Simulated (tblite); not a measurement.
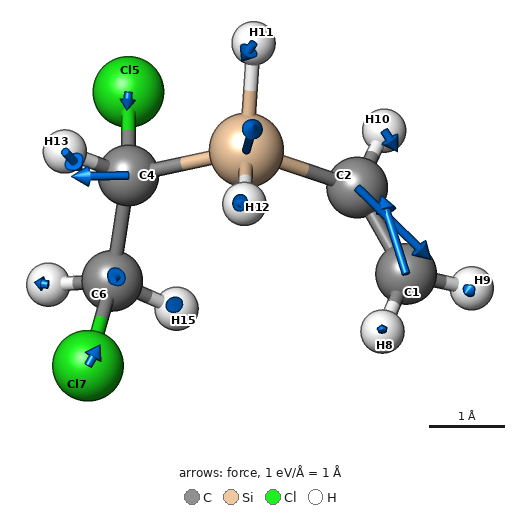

Starting geometry of C$_{4}$H$_{8}$Cl$_{2}$Si with the computed forces as blue arrows. Style: ball-and-stick. Shown at a tilt.

These are results of tblite, GFN2-xTB geometry optimisation, gas phase, not measurements. 

Is this structure relaxed? If not, where do the atoms go?

It isn't relaxed: the largest force vector, on the Si atom, is 1.53 eV/Å. The final displacements have little in common with the starting forces (cosine between the two patterns 0.13). Over 107 geometry steps the energy falls by 15.0 kJ/mol. A Cl atom moves most after the best rigid fit: 0.59 Å. By element the largest moves are Cl 0.59 Å, H 0.43 Å, C 0.16 Å, Si 0.09 Å. Near-neighbour distances that change, for instance: C–Si 1.889 → 1.930 Å, C–Si 1.840 → 1.880 Å, H–Si 1.482 → 1.461 Å, C–C 1.345 → 1.325 Å. Among the angles between lasting bonds that change: C–Si–C 112.0° → 106.0°, H–Si–H 106.5° → 112.0°, C–Si–H 110.0° → 105.7°.
